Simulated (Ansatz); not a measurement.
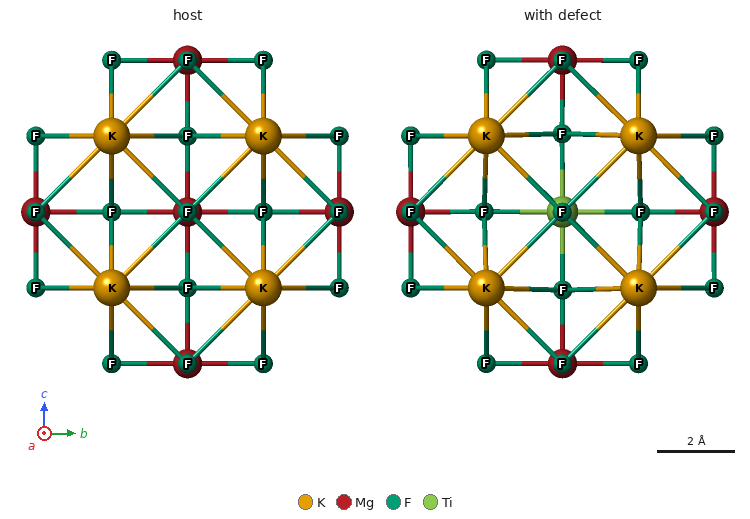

Left: perfect KMgF3. Right: the same region with one point defect, after relaxing the atoms in a supercell of 40 sites. Style: ball-and-stick. Shown: the atoms within 5.4 Å of one point, in a slice 5.0 Å thick across the line of sight, along the a axis.

These are results of DFT, PBEsol, PAW, plane waves in Ansatz 0.2.0, not measurements. Settings: plane-wave cutoff 420 eV; k-point mesh 1 × 1 × 1; mesh shifted by (0.25, 0.25, 0.25); no spin polarisation. Fermi-Dirac smearing of 0.01 eV. The axes drawn are those of the host's conventional cell.

**What kind of defect was made?**

A magnesium atom is replaced by titanium.

The charge state of the cell is 0.

**How does the lattice respond?**

In the host the Mg atom has 6 F at 2.00 Å; the Ti atom ends with 6 F at 2.06 Å. Of the host's atoms, a fluorine atom moves furthest from its site, by 0.06 Å.

Limits of the set-up: the periodic images lie only 8.0 Å apart, so the values are limited by the cell's size.
